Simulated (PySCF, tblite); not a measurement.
# C6H8ClO radical: geometry, infrared bands and EPR parameters

Wanted: the infrared bands and EPR parameters of C6H8ClO radical (`[H]/[C]=C(\C)COC(=C)Cl`), by calculation.

Computed with tblite 0.8.0 and PySCF 2.14.0, with density-fitted response routines of our own, on a single molecule in the gas phase. Atoms are numbered from 0 throughout.

**1. Starting geometry**

16 atoms, charge 0, multiplicity 2; geometry from: force field or distance geometry start.

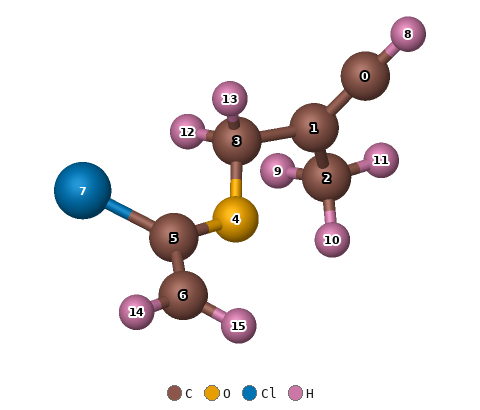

As it starts; carbon brown, oxygen amber, chlorine blue, hydrogen pink, atoms numbered.

**2. Optimising the geometry with GFN2-xTB**

The job: settings as JSON, then the geometry in Å.

```
{"job": {"kind": "relax", "xc": "GFN2-xTB", "basis": "xTB"}, "charge": 0, "multiplicity": 2}
C     -2.072300     1.260500     0.991400
C     -1.511100     0.315100     0.297500
C     -2.089400    -0.226900    -0.964000
C     -0.203200    -0.313300     0.726800
O      0.784100    -0.029800    -0.246200
C      2.072400    -0.377900     0.083600
C      3.091100     0.287400    -0.484700
Cl     2.454500    -1.669000     1.180100
H     -2.543400     2.041800     1.547800
H     -2.217900    -1.311700    -0.905500
H     -1.458300     0.012900    -1.822100
H     -3.090900     0.203200    -1.161300
H     -0.350100    -1.403500     0.830400
H      0.112500     0.077900     1.707000
H      4.122000     0.052000    -0.264300
H      2.892400     1.090300    -1.168900
```

Launch:

```
OMP_NUM_THREADS=1 python probes_run.py task.json out
```

The driver reads the jobs from task.json and runs them one after another.

**Question.** This job is followed by: GFN2-xTB harmonic vibrations, gas phase; UKS B3LYP, pcH-1 on C Cl H O, non-relativistic, mean-field spin-orbit, GIAO. Predict these results of the whole session: strongest single infrared mode (GFN2-xTB); zero-point energy (GFN2-xTB); g(iso) (B3LYP); ⟨S²⟩; largest a(iso) (averaged by class); potential on the surface of density 0.002 e/bohr³, 1st and 99th percentile.

**Answer**, as computed:

| quantity | value |
| --- | --- |
| strongest single infrared mode (GFN2-xTB) | 1155 cm⁻¹, 245 km/mol |
| zero-point energy (GFN2-xTB) | 74.8 kcal/mol |
| g(iso) (B3LYP) | 2.00217 |
| ⟨S²⟩ | 0.759 (exact 0.75) |
| largest a(iso) (averaged by class) | 13C on C0, 302.0 MHz |
| potential on the surface of density 0.002 e/bohr³, 1st and 99th percentile | -0.75 V and 1.08 V |

**Reading.** Over 71 steps the energy fell by 0.247 eV; of the close pairs, O4–C5 changed most, 1.375 to 1.336 Å. All 42 modes are real, so the xTB geometry is a minimum. The strongest single mode, at 1155 cm⁻¹, is spread over many atoms; the largest shares are those of C5, O4. GFN2-xTB is a fitted tight-binding method: band positions and strengths are rough. Its intensities can rank the bands wrongly. Most of the unpaired spin sits on C0 (1.05 e). The isotropic g lies 0.1 ppt below the free-electron value. These values are for one conformer; the search (at its own cheap level) found 1 more, at 0.95 kcal/mol, and measured spectra average over such forms.
